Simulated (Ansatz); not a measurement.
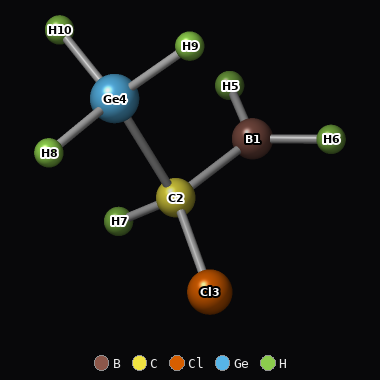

The system is CH6BClGe, SMILES B[CH](Cl)[GeH3]; the picture shows the reference structure. The first coordinate is: angle B1–C2–H7; the second: angle H8–Ge4–H10. Nothing is relaxed (all other coordinates rigid). Grid: 11 × 11 points. All energies are given in kJ/mol relative to the lowest grid point. Method: RKS PBE0-D4/def2-TZVP in Ansatz 0.2.0.

Its coordinates:

| atom | x (Å) | y (Å) | z (Å) |
| --- | --- | --- | --- |
| B | 0.1600 | 1.3968 | -0.5262 |
| C | 0.8416 | 0.0562 | -0.3075 |
| Cl | 2.1771 | -0.0278 | 0.8672 |
| Ge | -0.7107 | -0.9887 | 0.4519 |
| H | -0.5864 | 1.4908 | -1.4589 |
| H | 0.2708 | 2.2910 | 0.2558 |
| H | 1.1198 | -0.5138 | -1.1946 |
| H | -0.0914 | -2.2785 | 0.9977 |
| H | -1.3744 | -0.1898 | 1.5806 |
| H | -1.7233 | -1.2871 | -0.6631 |

Range: angle B1–C2–H7 from 82.3 to 152.3°; angle H8–Ge4–H10 from 66.2 to 156.2°.

Question: What landscape does the calculation give?

Answer: The lowest grid point is at angle B1–C2–H7 = 117.3°, angle H8–Ge4–H10 = 111.2°. It is the only kind of minimum in the scanned range. The highest grid point, angle B1–C2–H7 = 152.3°, angle H8–Ge4–H10 = 66.2°, lies 243 kJ/mol above the lowest. Round the minimum the two coordinates are nearly uncoupled.

| angle H8–Ge4–H10 ↓, angle B1–C2–H7 → | 82.3 | 89.3 | 96.3 | 103.3 | 110.3 | 117.3 | 124.3 | 131.3 | 138.3 | 145.3 | 152.3 |
| --- | --- | --- | --- | --- | --- | --- | --- | --- | --- | --- | --- |
| 156.2 | 205 | 175 | 151 | 133 | 122 | 117 | 119 | 130 | 151 | 183 | 230 |
| 147.2 | 161 | 131 | 107 | 90 | 79 | 75 | 77 | 88 | 108 | 140 | 186 |
| 138.2 | 127 | 97 | 74 | 57 | 46 | 42 | 45 | 56 | 76 | 107 | 153 |
| 129.2 | 103 | 73 | 50 | 33 | 22 | 19 | 22 | 33 | 53 | 84 | 130 |
| 120.2 | 88 | 59 | 36 | 19 | 8 | 5 | 8 | 19 | 40 | 71 | 116 |
| 111.2 | 82 | 53 | 30 | 14 | 3 | 0 | 4 | 15 | 35 | 67 | 112 |
| 102.2 | 86 | 57 | 35 | 18 | 8 | 5 | 9 | 20 | 41 | 72 | 118 |
| 93.2 | 100 | 71 | 49 | 32 | 22 | 19 | 23 | 35 | 56 | 88 | 133 |
| 84.2 | 124 | 95 | 73 | 56 | 47 | 44 | 48 | 60 | 81 | 113 | 159 |
| 75.2 | 159 | 130 | 107 | 91 | 81 | 79 | 83 | 96 | 117 | 150 | 195 |
| 66.2 | 203 | 174 | 152 | 136 | 126 | 124 | 129 | 141 | 163 | 196 | 243 |

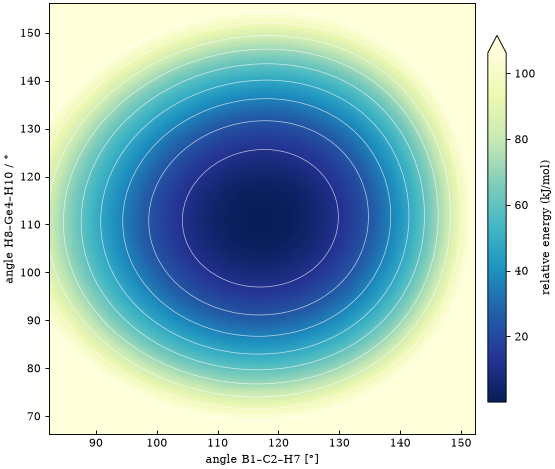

Drawn: a smooth colour map with a few white contour lines, one colour for all values above the top of the scale. Between grid points the surface is interpolated.

Each point was launched as `ansatz run input.yaml --threads 1 --pin off --max-ram 2560MiB --backend cpu --events-out ev --progress --plain --runs-dir out`. The whole map (121 points run) took 28 min on 1 thread of Arm Neoverse V2, on a shared host.
